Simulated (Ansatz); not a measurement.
The structure below was relaxed with plane-wave PAW DFT at the r2SCAN level (Ansatz, a quantum-chemistry and plane-wave program, 500 eV), without spin-orbit coupling.

```
CELL_PARAMETERS angstrom
      2.78780     0.00000     0.00000
      0.00000     3.85960     0.00000
      0.00000     0.00000     5.60527
ATOMIC_POSITIONS crystal
  Os 0.00000 0.00000 0.37449
  W  0.00000 0.00000 0.86153
  Os 0.50000 0.50000 0.62551
  W  0.50000 0.50000 0.13847
```

Task: Find the space group and the Wyckoff positions.

Result: Space group Pmmn, origin choice 1 (No. 59); a = 2.788 Å, b = 3.860 Å, c = 5.605 Å, α = 90.00°, β = 90.00°, γ = 90.00°

| atom | site | symmetry | x | y | z |
|---|---|---|---|---|---|
| Os | 2a | mm2 | 0.0000 | 0.0000 | 0.3745 |
| W | 2a | mm2 | 0.0000 | 0.0000 | 0.8615 |

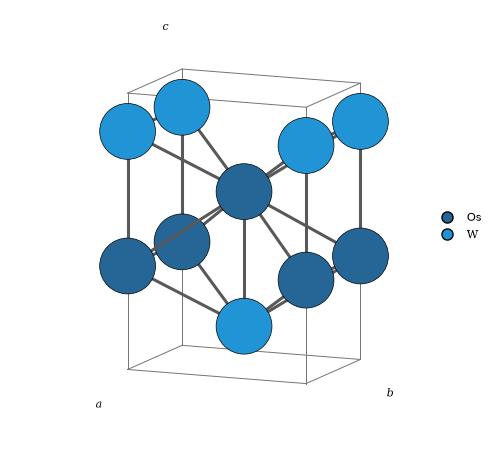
Figure. The conventional cell

These are small ordered cells, not random alloys; other orderings at the same x differ. Stability against distortions was not tested. The final runs are not spin-polarised. The cell was made from W by this change: x(Os) = 0.5, 4 atoms, P2_1/m. Under x(Os) = 0.5, 4 atoms, P2_1/m the cell changed shape so far that it is another structure.
